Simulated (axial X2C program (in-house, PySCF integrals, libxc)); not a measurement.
Relativistic diatomic calculation for CaH

System: CaH, single determinant with Ω = 1/2.
Method: B3LYP, two-component X2C with atomic mean-field Coulomb and Gaunt terms, Ca dyall-cv3z, H dyall-v3z (cores contracted) (axial X2C program (in-house, PySCF integrals, libxc)).

Input file:
```
{"zs": [20, 1], "q": 0, "bas": ["dyall-cv3z", "dyall-v3z"], "levels": ["PBE0", "HF", "B3LYP"], "cc": true, "r0": 2.03, "thr": -2.0, "nmax": 90, "npts": 10, "nst": 2, "ntry": 6}
```

The line is the task of a batch: nuclear charges, charge, bases, the levels to run, a first guess of the distance and further settings. This report covers B3LYP with spin-orbit coupling. The log is that of the reference distance 1.986 Å.

Launched within a batch (the task file carries these settings):
```bash
python <driver script> task.json out
```

Log:
```
two-component X2C + atomic mean field  B3LYP
basis functions 122  fitting functions 437  grid points 5071
iter        total energy     max residual
   1       -680.927887987     1.82e-02
   2       -680.929026252     1.30e-03
   3       -680.929067248     6.28e-04
   4       -680.929074294     1.49e-04
   5       -680.929077133     4.97e-05
   6       -680.929077442     2.69e-05
   7       -680.929077468     6.09e-06
   8       -680.929077468     1.71e-06
converged
one-electron -942.26227589  Coulomb 292.85820117  exact exchange -7.16548306  xc functional -29.55177863  nuclear repulsion 5.32907564  atomic mean-field constant -0.13681670
```

The points of the curve:

```tsv
R (Å)	E (hartree)	dipole (D; origin at the first atom, positive when the second is positive)	highest filled (eV)	lowest empty (eV)
1.728	−680.919037	−1.99	−3.73	−2.05
1.807	−680.924649	−2.18	−3.79	−2.11
1.867	−680.927212	−2.34	−3.83	−2.15
1.926	−680.928626	−2.50	−3.87	−2.19
1.986	−680.929077	−2.66	−3.92	−2.24
2.055	−680.928608	−2.85	−3.97	−2.29
2.125	−680.927276	−3.05	−4.02	−2.34
2.214	−680.924588	−3.29	−4.08	−2.40
2.324	−680.920246	−3.58	−4.16	−2.48
2.482	−680.912701	−3.97	−4.26	−2.59
```

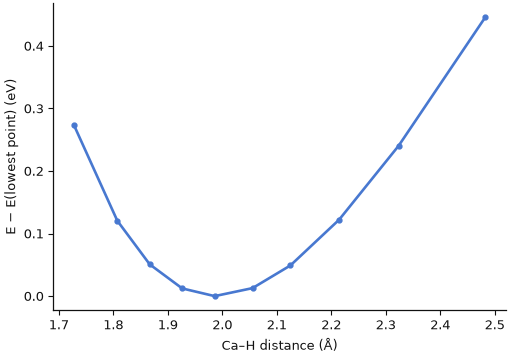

*Energy at 10 bond lengths, for one set of occupations held fixed; the line joins the points.*

A polynomial of degree 6 through 9 points gives rₑ = 1.988 Å, ωₑ = 1294 cm⁻¹, ωₑxₑ = 19 cm⁻¹ and Bₑ = 4.339 cm⁻¹. The minimum lies 1.95 eV below Ca + H, each computed as one determinant at the same level.

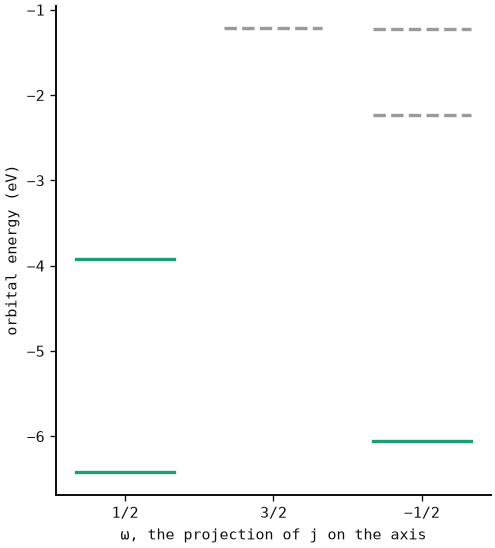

*Orbital energies near the frontier at 1.99 Å, filled (solid) and empty (dashed).*

The highest filled spinor (1/2; 58 % Ca s, 27 % Ca p) lies at −3.92 eV, the lowest empty one (−1/2; 60 % Ca s, 25 % Ca p) at −2.24 eV.

Results in brief:

```
                 quantity                                                                 value
                  outcome                                                             converged
           bond length rₑ                                                               1.988 Å
                       ωₑ                                                             1294 cm⁻¹
    energy at the minimum                                                    −680.92908 hartree
depth below the fragments                                                               1.95 eV
                 hardware  1 thread of Arm Neoverse V2, 24 GiB of memory available, shared host
                wall time                                                                 1.7 s
```
